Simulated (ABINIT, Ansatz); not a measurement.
**CsPbCl3 (Pm-3m): one start, several treatments of the self-energy**

How much does the gap of CsPbCl3 (Pm-3m) depend on the approximation to the self-energy?

Main program and level: ABINIT 10.8.3; PBEsol and many-body steps on it, plane waves.

## Step 1: Set-up

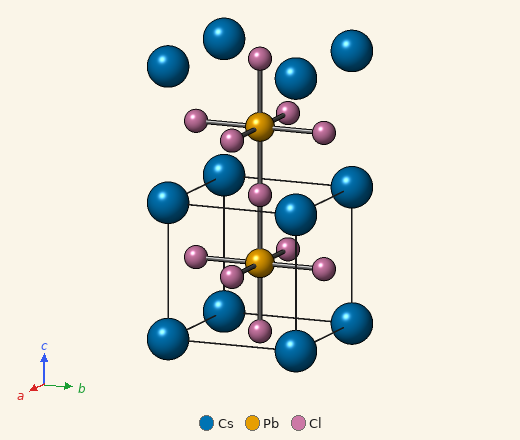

Start, viewed slightly off an axis; caesium blue, lead orange, chlorine pink. 1×1×2 cells are drawn. Some periodic images of atoms are drawn too.

The cell and positions come from the Crystallography Open Database and are kept as given unless a step says otherwise. Spin-orbit coupling is left out unless a step names it.

## Step 2: Empty states on the mesh, 2×2×2 mesh, 338 bands

This step: ABINIT 10.8.3; DFT, PBEsol, plane waves, norm-conserving pseudopotentials.

The sums over transitions need many empty states on a uniform mesh; this step solves for them.

Input file run.abi:

```
acell 3*1.0 Angstrom
rprim 
  5.605000000000 0.000000000000 0.000000000000
  0.000000000000 5.605000000000 0.000000000000
  0.000000000000 0.000000000000 5.605000000000
ntypat 3
znucl 55 82 17
natom 5
typat 1 2 3 3 3
xred 
  0.000000000000 0.000000000000 0.000000000000
  0.500000000000 0.500000000000 0.500000000000
  0.500000000000 0.500000000000 0.000000000000
  0.000000000000 0.500000000000 0.500000000000
  0.500000000000 0.000000000000 0.500000000000
pp_dirpath "pseudos"
pseudos "Cs.upf, Pb.upf, Cl.upf"
ecut 25
ngkpt 2 2 2
nshiftk 1
shiftk 0 0 0
kptopt 1
chksymbreak 0
iscf -2
irdden 1
istwfk *1
nband 338
nbdbuf 30
tolwfr 1e-09
nstep 60
prtvol 0
indata_prefix "in"
outdata_prefix "out"
tmpdata_prefix "tmp"
```

Started as:

```console
$ OMP_NUM_THREADS=1 mpirun -n 4 abinit run.abi > log
```

Numbers of over 12 decimals in the logs are rounded to 6 here.

Output:

```text
.Version 10.8.3 of ABINIT. v10.8.2 released Aug 2026.

 Symmetries : space group Pm -3 m (#221); Bravais cP (primitive cubic)
[... echo of the input left out ...]
== DATASET  1 ==================================================================
-   mpi_nproc: 4, omp_nthreads: 1 (-1 if OMP is not activated)

--- !DatasetInfo
iteration_state: {dtset: 1, }
dimensions: {natom: 5, nkpt: 4, mband: 338, nsppol: 1, nspinor: 1, nspden: 1, mpw: 7123, }
cutoff_energies: {ecut:  25.0, pawecutdg:  -1.0, }
[...]
2.89693    2.89693    2.89694    2.90081    2.90082    2.90667    2.90667    2.90668
   2.92332    2.92333    2.92338    2.93203    2.95026    2.95136    2.96689    2.96799
   2.96913    2.97080
 prteigrs : prtvol=0 or 1, do not print more k-points.

== END DATASET(S) ==============================================================
================================================================================

 -outvars: echo values of variables after computation  --------
            nband         338
             nkpt           4
          spgroup         221
 [... the other variables as echoed above ...]

 Calculation completed.
```

Run time: 2.5 min. Hardware: 4 MPI ranks of Arm Neoverse V2, shared host; peak memory 0.47 GiB; 10 min of CPU time.

This step gave:

| Item | Value |
| --- | --- |
| gap | 1.802 eV |
| k of the valence top | 0.5, 0.5, 0.5 |
| k of the conduction bottom | 0.5, 0.5, 0.5 |
| least direct gap | 1.802 eV |
| k points computed | 4 |
| lowest point of the top converged band, above the valence top | 73.3605 eV |

On this mesh the gap is 1.802 eV.

The density comes from a self-consistent run that is not shown.

## Step 3: Screening, 2×2×2 mesh, 138 bands, screening to 114.3 eV

The RPA dielectric matrix is built and inverted for each q.

This step: RPA screening on PBEsol, plane waves, norm-conserving pseudopotentials.

run.abi, as its differences from that of step 2:

```diff
@@ -23,10 +23,11 @@
 chksymbreak 0
-iscf -2
-irdden 1
 istwfk *1
-nband 338
-nbdbuf 30
-tolwfr 1e-09
-nstep 60
-prtvol 0
+occopt 1
+irdwfk 1
+optdriver 3
+nband 138
+ecuteps 4.2
+inclvkb 2
+awtr 1
+symchi 1
 indata_prefix "in"
```

Output:

```text
.Version 10.8.3 of ABINIT. v10.8.2 released Aug 2026.

 Symmetries : space group Pm -3 m (#221); Bravais cP (primitive cubic)
[... echo of the input left out ...]
== DATASET  1 ==================================================================
-   mpi_nproc: 4, omp_nthreads: 1 (-1 if OMP is not activated)

--- !DatasetInfo
iteration_state: {dtset: 1, }
dimensions: {natom: 5, nkpt: 4, mband: 138, nsppol: 1, nspinor: 1, nspden: 1, mpw: 7123, }
cutoff_energies: {ecut:  25.0, pawecutdg:  -1.0, }
electrons: {nelect:   4.40000000E+01, charge:   0.00000000E+00, occopt:   1.00000000E+00, tsmear:   1.00000000E-02, }

 SCREENING: Calculation of the susceptibility and dielectric matrices

 Based on a program developped by R.W. Godby, V. Olevano, G. Onida, and L. Reining.
 Incorporated in ABINIT by V. Olevano, G.-M. Rignanese, and M. Torrent.
.Using double precision arithmetic ; gwpc =  8

[... cell and pseudopotentials left out ...]
--------------------------------------------------------------------------------

 ==== K-mesh for the wavefunctions ====
 Number of points in the irreducible wedge :     4
[... list of points left out ...]
 Together with 48 symmetry operations and time-reversal symmetry
 yields     8 points in the full Brillouin Zone.

 ==== Q-mesh for the screening function ====
 Number of points in the irreducible wedge :     4
[... list of points left out ...]
 Together with 48 symmetry operations and time-reversal symmetry
 yields     8 points in the full Brillouin Zone.

 setmesh: FFT mesh size selected  =    36x   36x   36
          total number of points  =        46656

 vcoul_init : cutoff-mode = AUXILIARY_FUNCTION
 q-points for optical limit:   1
     1)      0.000010    0.000020    0.000030

- screening: taking advantage of time-reversal symmetry
- Maximum band index for partially occupied states nbvw = 22
- Remaining bands to be divided among processors   nbcw = 116
- Number of bands treated by each node ~29

 Number of electrons calculated from density =   44.0000; Expected =   44.0000
 average of density, n =  0.037028
 r_s =    1.8612
 omega_plasma =   18.5618 [eV]

 calculating chi0 at frequencies [eV] :
  1    0.000000E+00    0.000000E+00
  2    0.000000E+00    1.856181E+01

--------------------------------------------------------------------------------
  q-point number  1        q = ( 0.000000, 0.000000, 0.000000) [r.l.u.]
--------------------------------------------------------------------------------
[... chi0 elements left out ...]
 For q-point:  0.000010 0.000020 0.000030
  dielectric constant =   7.9609
  dielectric constant without local fields =   9.1656

  Average fulfillment of the sum rule on Im[epsilon] for q-point    1 :     64.67  [%]
[... wings left out ...]
  q-point number  2        q = ( 0.500000, 0.000000, 0.000000) [r.l.u.]
--------------------------------------------------------------------------------
[... chi0 elements left out ...]
  Average fulfillment of the sum rule on Im[epsilon] for q-point    2 :     73.53  [%]

 [... 2 further q-points ...]
```

It took 32 s on 4 MPI ranks; peak memory 1.3 GiB; 2.1 min of CPU time.

Numbers from this step:

| Item | Value |
| --- | --- |
| ε∞ with local fields, on this mesh, along the program's q direction | 7.961 |
| the same without local fields | 9.166 |
| plasma frequency | 18.56 eV |
| plane waves in the screening matrix | 461 |

Local fields lower ε∞ by 13 %. On a Γ-centred mesh this coarse the value itself is usually too large, while a short band sum pulls it down.

## Step 4: G0W0, Godby-Needs plasmon pole

The self-energy is evaluated for the states that the input lists, and the levels follow from it, in one-shot runs by the linearised quasiparticle equation.

This step: G0W0 on PBEsol, plane waves, norm-conserving pseudopotentials.

run.abi, as its differences from that of step 3:

```diff
@@ -26,8 +26,17 @@
 irdwfk 1
-optdriver 3
+optdriver 4
 nband 138
+gwcalctyp 0
+ecutsigx 25
+symsigma 1
+nkptgw 2
+kptgw 
+  0.5000000000 0.5000000000 0.5000000000
+  0.0000000000 0.0000000000 0.0000000000
+bdgw 
+  19 25
+  20 25
 ecuteps 4.2
-inclvkb 2
-awtr 1
-symchi 1
+irdscr 1
+ppmodel 1
 indata_prefix "in"
```

Output:

```text
.Version 10.8.3 of ABINIT. v10.8.2 released Aug 2026.

 Symmetries : space group Pm -3 m (#221); Bravais cP (primitive cubic)
[... echo of the input left out ...]
== DATASET  1 ==================================================================
-   mpi_nproc: 4, omp_nthreads: 1 (-1 if OMP is not activated)

--- !DatasetInfo
iteration_state: {dtset: 1, }
dimensions: {natom: 5, nkpt: 4, mband: 138, nsppol: 1, nspinor: 1, nspden: 1, mpw: 7123, }
cutoff_energies: {ecut:  25.0, pawecutdg:  -1.0, }
electrons: {nelect:   4.40000000E+01, charge:   0.00000000E+00, occopt:   1.00000000E+00, tsmear:   1.00000000E-02, }

 SIGMA: Calculation of the GW corrections

 Based on a program developped by R.W. Godby, V. Olevano, G. Onida, and L. Reining.
 Incorporated in ABINIT by V. Olevano, G.-M. Rignanese, and M. Torrent.
.Using double precision arithmetic ; gwpc =  8

[... cell and pseudopotentials left out ...]
--------------------------------------------------------------------------------

 ==== K-mesh for the wavefunctions ====
 Number of points in the irreducible wedge :     4
[... list of points left out ...]
 Together with 48 symmetry operations and time-reversal symmetry
 yields     8 points in the full Brillouin Zone.

 ==== Q-mesh for screening function ====
 Number of points in the irreducible wedge :     4
[... list of points left out ...]
 Together with 48 symmetry operations and time-reversal symmetry
 yields     8 points in the full Brillouin Zone.

 vcoul_init : cutoff-mode = AUXILIARY_FUNCTION
 q-points for optical limit:   1
     1)      0.000010    0.000020    0.000030
 setmesh: FFT mesh size selected  =    48x   48x   48
          total number of points  =       110592

 Number of electrons calculated from density =   44.0000; Expected =   44.0000
 average of density, n =  0.037028
 r_s =    1.8612
 omega_plasma =   18.5618 [eV]

 === KS Band Gaps ===
  >>>> For spin  1
   Minimum direct gap =   1.8021 [eV], located at k-point      :   0.5000  0.5000  0.5000
   Fundamental gap    =   1.8021 [eV], Top of valence bands at :   0.5000  0.5000  0.5000
                                       Bottom of conduction at :   0.5000  0.5000  0.5000
 SIGMA fundamental parameters:
 PLASMON POLE MODEL  1
 number of plane-waves for SigmaX                 7123
 number of plane-waves for SigmaC and W            461
 number of plane-waves for wavefunctions          7123
 number of bands                                   138
 number of independent spin polarizations            1
 number of spinorial components                      1
 number of k-points in IBZ                           4
 number of q-points in IBZ                           4
 number of symmetry operations                      48
 number of k-points in BZ                            8
 number of q-points in BZ                            8
 number of frequencies for dSigma/dE                 9
 frequency step for dSigma/dE [eV]                0.25
 number of omega for Sigma on real axis              0
 max omega for Sigma on real axis  [eV]           0.00
 zcut for avoiding poles [eV]                     0.10

 EPSILON^-1 parameters (SCR file):
 dimension of the eps^-1 matrix on file            461
 dimension of the eps^-1 matrix used               461
 number of plane-waves for wavefunctions          7123
 number of bands                                   138
 number of q-points in IBZ                           4
 number of frequencies                               2
 number of real frequencies                          1
 number of imag frequencies                          1

 matrix elements of self-energy operator (all in [eV])

 Perturbative Calculation

--- !SelfEnergy_ee
iteration_state: {dtset: 1, }
kpoint     : [   0.500,    0.500,    0.500, ]
spin       : 1
KS_gap     :    1.802
QP_gap     :    3.085
Delta_QP_KS:    1.283
data: !SigmaeeData |
     Band     E0 <VxcDFT>   SigX SigC(E0)      Z dSigC/dE  Sig(E)    E-E0       E
       19  -0.224 -14.108 -18.448   3.181   0.769  -0.300 -14.999  -0.891  -1.116
       20  -0.224 -14.108 -18.448   3.181   0.769  -0.300 -14.999  -0.891  -1.116
       21  -0.224 -14.108 -18.448   3.181   0.769  -0.300 -14.999  -0.891  -1.116
       22   1.960 -15.273 -17.816   1.843   0.790  -0.266 -15.826  -0.553   1.407
       23   3.762 -10.070  -6.524  -2.654   0.818  -0.223  -9.340   0.730   4.492
       24   3.762 -10.070  -6.524  -2.654   0.818  -0.223  -9.340   0.730   4.492
[...]
--- !SelfEnergy_ee
iteration_state: {dtset: 1, }
kpoint     : [   0.000,    0.000,    0.000, ]
spin       : 1
KS_gap     :    5.730
QP_gap     :    7.102
Delta_QP_KS:    1.372
data: !SigmaeeData |
     Band     E0 <VxcDFT>   SigX SigC(E0)      Z dSigC/dE  Sig(E)    E-E0       E
[...]
23   5.181  -6.534  -2.709  -3.240   0.840  -0.191  -6.043   0.491   5.672
       24   6.178  -6.728  -2.853  -3.118   0.840  -0.190  -6.092   0.636   6.813
       25   6.178  -6.728  -2.853  -3.118   0.840  -0.190  -6.092   0.636   6.813

== END DATASET(S) ==============================================================
================================================================================

 -outvars: echo values of variables after computation  --------
           etotal      0.0000000000E+00
            nband         138
             nkpt           4
          spgroup         221
 [... the other variables as echoed above ...]

 Calculation completed.
```

Elapsed: 19 s, on 4 MPI ranks; peak memory 1.2 GiB.

Numbers from this step:

```
G0W0 gap on the points computed              : 3.085 eV
starting gap on the mesh                     : 1.802 eV
k of the valence top                         : 0.5, 0.5, 0.5
k of the conduction bottom                   : 0.5, 0.5, 0.5
Z at the valence top                         : 0.79
Z at the conduction bottom                   : 0.818
least direct G0W0 gap on the computed points : 3.085 eV
```

The gap on the mesh goes from 1.80 eV to 3.08 eV, a correction of +1.28 eV.

## Step 5: G0W0, von der Linden-Horsch plasmon pole

run.abi, as its differences from that of step 4:

```diff
@@ -40,3 +40,3 @@
 irdscr 1
-ppmodel 1
+ppmodel 3
 indata_prefix "in"
```

Output:

```text
.Version 10.8.3 of ABINIT. v10.8.2 released Aug 2026.

 Symmetries : space group Pm -3 m (#221); Bravais cP (primitive cubic)
[... echo of the input left out ...]
== DATASET  1 ==================================================================
-   mpi_nproc: 4, omp_nthreads: 1 (-1 if OMP is not activated)

--- !DatasetInfo
iteration_state: {dtset: 1, }
dimensions: {natom: 5, nkpt: 4, mband: 138, nsppol: 1, nspinor: 1, nspden: 1, mpw: 7123, }
cutoff_energies: {ecut:  25.0, pawecutdg:  -1.0, }
electrons: {nelect:   4.40000000E+01, charge:   0.00000000E+00, occopt:   1.00000000E+00, tsmear:   1.00000000E-02, }

 SIGMA: Calculation of the GW corrections

 Based on a program developped by R.W. Godby, V. Olevano, G. Onida, and L. Reining.
 Incorporated in ABINIT by V. Olevano, G.-M. Rignanese, and M. Torrent.
.Using double precision arithmetic ; gwpc =  8

[... cell and pseudopotentials left out ...]
--------------------------------------------------------------------------------

 ==== K-mesh for the wavefunctions ====
 Number of points in the irreducible wedge :     4
[... list of points left out ...]
 Together with 48 symmetry operations and time-reversal symmetry
 yields     8 points in the full Brillouin Zone.

 ==== Q-mesh for screening function ====
 Number of points in the irreducible wedge :     4
[... list of points left out ...]
 Together with 48 symmetry operations and time-reversal symmetry
 yields     8 points in the full Brillouin Zone.

 vcoul_init : cutoff-mode = AUXILIARY_FUNCTION
 q-points for optical limit:   1
     1)      0.000010    0.000020    0.000030
 setmesh: FFT mesh size selected  =    48x   48x   48
          total number of points  =       110592

 Number of electrons calculated from density =   44.0000; Expected =   44.0000
[...]
number of omega for Sigma on real axis              0
 max omega for Sigma on real axis  [eV]           0.00
 zcut for avoiding poles [eV]                     0.10

 EPSILON^-1 parameters (SCR file):
 dimension of the eps^-1 matrix on file            461
 dimension of the eps^-1 matrix used               461
 number of plane-waves for wavefunctions          7123
 number of bands                                   138
 number of q-points in IBZ                           4
 number of frequencies                               2
 number of real frequencies                          1
 number of imag frequencies                          1

 matrix elements of self-energy operator (all in [eV])

 Perturbative Calculation

--- !SelfEnergy_ee
iteration_state: {dtset: 1, }
kpoint     : [   0.500,    0.500,    0.500, ]
spin       : 1
KS_gap     :    1.802
QP_gap     :    3.106
Delta_QP_KS:    1.303
data: !SigmaeeData |
     Band     E0 <VxcDFT>   SigX SigC(E0)      Z dSigC/dE  Sig(E)    E-E0       E
       19  -0.224 -14.108 -18.448   2.941   0.837  -0.195 -15.278  -1.170  -1.395
       20  -0.224 -14.108 -18.448   2.941   0.837  -0.195 -15.278  -1.170  -1.395
       21  -0.224 -14.108 -18.448   2.941   0.837  -0.195 -15.278  -1.170  -1.395
[...]
--- !SelfEnergy_ee
iteration_state: {dtset: 1, }
kpoint     : [   0.000,    0.000,    0.000, ]
spin       : 1
KS_gap     :    5.730
QP_gap     :    7.215
Delta_QP_KS:    1.485
data: !SigmaeeData |
     Band     E0 <VxcDFT>   SigX SigC(E0)      Z dSigC/dE  Sig(E)    E-E0       E
[...]
24   6.178  -6.728  -2.853  -3.321   0.887  -0.127  -6.237   0.491   6.668
       25   6.178  -6.728  -2.853  -3.321   0.887  -0.127  -6.237   0.491   6.668

== END DATASET(S) ==============================================================
================================================================================

 -outvars: echo values of variables after computation  --------
           etotal      0.0000000000E+00
            nband         138
             nkpt           4
          spgroup         221
 [... the other variables as echoed above ...]

 Calculation completed.
```

Run time: 10 s. Hardware: 4 MPI ranks; peak memory 1.1 GiB; 41 s of CPU time.

Numbers from this step:

| Property | Result |
| --- | --- |
| G0W0 gap on the points computed | 3.105 eV |
| starting gap on the mesh | 1.802 eV |
| k of the valence top | 0.5, 0.5, 0.5 |
| k of the conduction bottom | 0.5, 0.5, 0.5 |
| Z at the valence top | 0.844 |
| Z at the conduction bottom | 0.867 |
| least direct G0W0 gap on the computed points | 3.105 eV |

Against G0W0 in ABINIT (2×2×2 mesh, 138 bands, screening to 114.3 eV, Godby-Needs plasmon pole), the gap moves by +0.020 eV.

## Step 6: G0W0, Engel-Farid plasmon pole

run.abi, as its differences from that of step 5:

```diff
@@ -40,3 +40,3 @@
 irdscr 1
-ppmodel 3
+ppmodel 4
 indata_prefix "in"
```

Output:

```text
.Version 10.8.3 of ABINIT. v10.8.2 released Aug 2026.

 Symmetries : space group Pm -3 m (#221); Bravais cP (primitive cubic)
[... echo of the input left out ...]
== DATASET  1 ==================================================================
-   mpi_nproc: 4, omp_nthreads: 1 (-1 if OMP is not activated)

--- !DatasetInfo
iteration_state: {dtset: 1, }
dimensions: {natom: 5, nkpt: 4, mband: 138, nsppol: 1, nspinor: 1, nspden: 1, mpw: 7123, }
cutoff_energies: {ecut:  25.0, pawecutdg:  -1.0, }
[...]
Band     E0 <VxcDFT>   SigX SigC(E0)      Z dSigC/dE  Sig(E)    E-E0       E
[...]
24   6.178  -6.728  -2.853  -3.169   0.839  -0.192  -6.136   0.592   6.770
       25   6.178  -6.728  -2.853  -3.169   0.839  -0.192  -6.136   0.592   6.770

== END DATASET(S) ==============================================================
================================================================================

 -outvars: echo values of variables after computation  --------
           etotal      0.0000000000E+00
            nband         138
             nkpt           4
          spgroup         221
 [... the other variables as echoed above ...]

 Calculation completed.
```

The job ended after 10 s (4 MPI ranks; peak memory 1.1 GiB).

Numbers from this step:

* G0W0 gap on the points computed: 3.131 eV
* starting gap on the mesh: 1.802 eV
* k of the valence top: 0.5, 0.5, 0.5
* k of the conduction bottom: 0.5, 0.5, 0.5
* least direct G0W0 gap on the computed points: 3.131 eV

Against G0W0 in ABINIT (2×2×2 mesh, 138 bands, screening to 114.3 eV, Godby-Needs plasmon pole), the gap moves by +0.046 eV.

(Continued in part 2 of 2.)

[Paths, hosts, dates, memory and timing lines, banners, echoed tables and standing remarks are left out of the program output.]

[Logs are printed without paths, hosts, clocks, repeated set-up lines and the standing remarks that a program may print on its own settings, such as how far it seeks lower states.]

[Runs of the session that timed out or met a known fault of the program may be left out.]

[Hosts, paths, dates, database ids (printed as entryN), source tags and the programs' standing remarks are cut or masked in the printed files.]

[G0W0 gaps are taken among the corrected bands and points alone; a level outside them can change the order at an edge.]

[Where Ansatz stands beside ABINIT at settings called matched, ABINIT's density can come from a denser mesh and the files from another edition; pairs whose starting gaps differed by over 0.03 eV were left out, so agreement reads better than it is.]
